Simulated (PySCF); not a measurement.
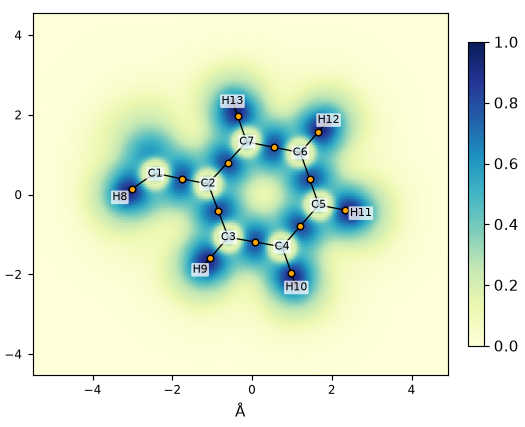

Figure 1: C7H6, triplet, SMILES `[CH]c1ccccc1`. Localised orbital locator (LOL) in the molecular plane, with bond paths and bond critical points (dots).

PySCF calculation, B3LYP/aug-cc-pVDZ, gas phase; geometry: GFN2-xTB. No frequency check shows the geometry to be a minimum. The stability of the open-shell solution wasn't checked. GFN2-xTB doesn't know the spin state, so this open-shell geometry is rough.

Coordinates in Å:

```
C1      -2.4048    0.1428    0.0000
C2      -1.0587    0.0768    0.0000
C3      -0.3721   -1.1888    0.0000
C4       0.9950   -1.2416    0.0000
C5       1.7623   -0.0784    0.0000
C6       1.1270    1.1614    0.0000
C7      -0.2398    1.2485    0.0000
H8      -3.2047   -0.5618    0.0000
H9      -0.9643   -2.0913    0.0000
H10      1.4871   -2.2047    0.0000
H11      2.8396   -0.1391    0.0000
H12      1.7212    2.0641    0.0000
H13     -0.7323    2.2087    0.0000
```

Q: What values does LOL take at the bond critical points in this plane?

A: C7–H13: about 0.90; C6–H12: about 0.90; C4–H10: about 0.90; C3–H9: about 0.90; C5–H11: about 0.89; C1–H8: about 0.89; C2–C7: about 0.81; C2–C3: about 0.81; C4–C5: about 0.80; C5–C6: about 0.80; C6–C7: about 0.80; C3–C4: about 0.80; C1–C2: about 0.79. Values above 0.5 mark slow, localised electrons, as in shared pairs; low values at a critical point mark a polar or closed-shell contact whose critical point lies between the shells.

Q: Where along C1–H8 does the critical point lie?

A: 0.69 Å from C1 and 0.38 Å from H8.

Run time: 68 s on 1 thread of AMD EPYC 7R43 64-Core Processor (Zen 3), with other jobs on the host, peak memory 0.84 GiB.
